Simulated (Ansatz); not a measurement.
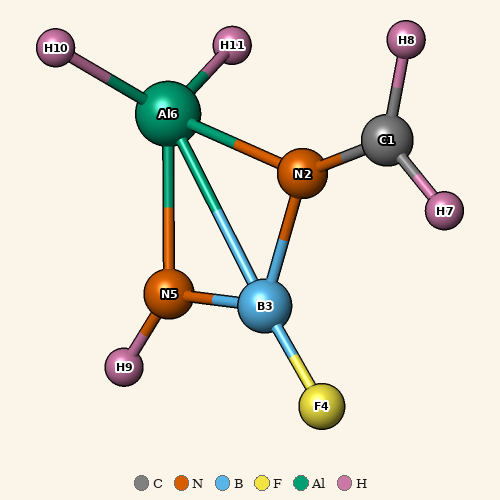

The system is CH5AlBFN2; the picture shows the reference structure. First axis: umbrella angle at C1 (between each of its bonds and their common axis; 90 is planar). Second axis: change of the bonds C1–N2, C1–H7, C1–H8, all alike. Nothing is relaxed (all other coordinates rigid). The scan uses a 9 × 9 grid. Points are written as (first, second). All energies are given in eV relative to the lowest grid point. Level of theory: RKS PBE-D4/def2-SVP (Ansatz 0.2.0).

Its coordinates:

```xyz
11

C     0.4955   -1.8479    0.1602
N     0.2004   -0.6102    0.0381
B    -1.0711    0.0870    0.4822
F    -2.0640   -0.5928    1.0849
N    -0.9235    1.4213    0.1350
Al    0.8226    1.2092   -0.6312
H    -0.2060   -2.5656    0.6361
H     1.4648   -2.2389   -0.2078
H    -1.6191    2.1467    0.3062
H     2.0595    1.7267    0.2505
H     0.9061    1.2074   -2.2337
```

Range: umbrella angle at C1 (between each of its bonds and their common axis; 90 is planar) from 66 to 114°; change of the bonds C1–N2, C1–H7, C1–H8, all alike from −0.128 to 0.198 Å.

**Predict the map.**

The lowest grid point is at (90°, −0.006 Å). It is the only kind of minimum in the scanned range. The highest grid point, (114°, −0.128 Å), lies 3.42 eV above the lowest. Round the minimum the two coordinates are nearly uncoupled.

```csv
"second ↓, first →",66,72,78,84,90,96,102,108,114
0.198,2.86,2.42,2.13,1.95,1.90,1.95,2.13,2.42,2.86
0.157,2.35,1.87,1.54,1.35,1.28,1.35,1.54,1.87,2.35
0.117,1.94,1.42,1.05,0.84,0.77,0.84,1.05,1.42,1.94
0.076,1.64,1.06,0.66,0.43,0.35,0.43,0.66,1.06,1.64
0.035,1.49,0.86,0.42,0.16,0.08,0.16,0.42,0.86,1.49
−0.006,1.54,0.85,0.38,0.09,0.00,0.09,0.38,0.85,1.54
−0.047,1.83,1.09,0.58,0.27,0.17,0.27,0.58,1.09,1.83
−0.087,2.43,1.63,1.07,0.74,0.63,0.74,1.07,1.63,2.43
−0.128,3.42,2.56,1.96,1.60,1.48,1.60,1.96,2.56,3.42
```

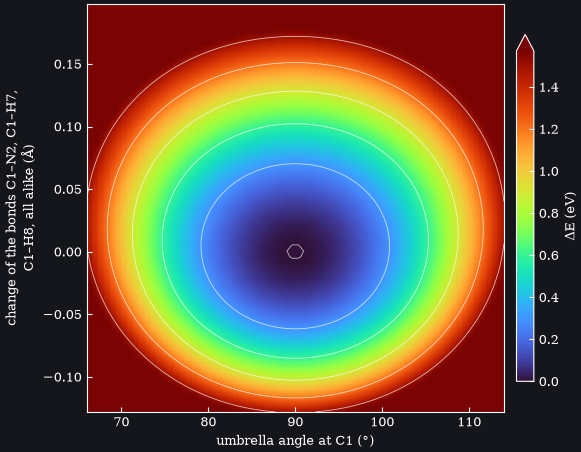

In the figure: a smooth colour map with a few white contour lines, one colour for all values above the top of the scale. Between grid points the surface is interpolated.

Each point was launched as `ansatz run input.yaml --threads 1 --pin off --max-ram 2560MiB --backend cpu --events-out ev --progress --plain --runs-dir out`. The whole map (81 points run) took 19 min on 1 thread of Intel(R) Xeon(R) Processor @ 2.50GHz (Skylake/Cascade Lake) (shared host).
